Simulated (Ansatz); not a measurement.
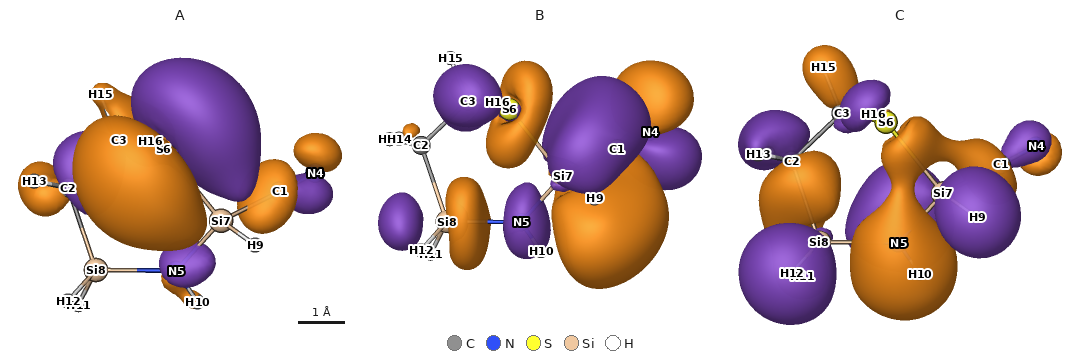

Figure. C₃H₈N₂SSi₂. Three frontier orbitals at ±0.06 Å⁻³ᐟ² (orange and purple are the two phases), in no order.

Geometry: B3LYP-D3(BJ)/def2-SVP.

Method: isolated molecule in a Gaussian basis; Kohn-Sham density functional theory, functional PBE0 in Ansatz 0.2.0.

Input file:

```
basis:
  gaussian: {orbitals: def2-SVPD}
crystal:
  periodic: [false, false, false]
  atoms:
    - symbol: C
      position_ang: [-2.498426, -2.495255, 0.286426]
    - symbol: C
      position_ang: [1.668725, -0.459718, 0.603446]
    - symbol: C
      position_ang: [0.804028, -1.300978, 1.543648]
    - symbol: N
      position_ang: [-2.838092, -3.604438, 0.226879]
    - symbol: N
      position_ang: [-0.858934, -0.497295, -0.989454]
    - symbol: S
      position_ang: [-0.722256, -0.401809, 2.118355]
    - symbol: Si
      position_ang: [-1.897762, -0.723966, 0.368573]
    - symbol: Si
      position_ang: [0.761410, 0.188202, -0.943187]
    - symbol: H
      position_ang: [-3.113124, 0.120854, 0.459474]
    - symbol: H
      position_ang: [-1.185190, -0.833487, -1.893459]
    - symbol: H
      position_ang: [1.439773, -0.250328, -2.196791]
    - symbol: H
      position_ang: [0.746574, 1.680000, -0.924572]
    - symbol: H
      position_ang: [2.074071, 0.406471, 1.152080]
    - symbol: H
      position_ang: [2.536593, -1.063066, 0.281892]
    - symbol: H
      position_ang: [1.338666, -1.552618, 2.470672]
    - symbol: H
      position_ang: [0.496651, -2.250706, 1.080929]
output: {forces: true, orbitals: {seedname: orbitals}}
hamiltonian: {xc: {name: PBE0}}
```

Command:

```sh
ansatz run input.yaml --threads 4 --pin off --max-ram 7830MiB --events-out events.jsonl --progress --plain --runs-dir runs
```

Order the three orbitals by energy and name them.

C is the HOMO−1 (−8.00 eV). Its weight (Hirshfeld) is mainly on N5 (about 45 %), Si8 (about 10 %), H12 (about 10 %) and C2 (about 5 %). A is the HOMO (−7.59 eV). Its weight (Hirshfeld) is mainly on S6 (about 75 %); largely a lone pair of S6. B is the LUMO (−0.92 eV). By Hirshfeld shares it lies mainly on Si7 (about 30 %), N4 (about 20 %), C1 (about 20 %) and S6 (about 10 %).

What is the HOMO–LUMO gap?

6.67 eV between the orbital energies.
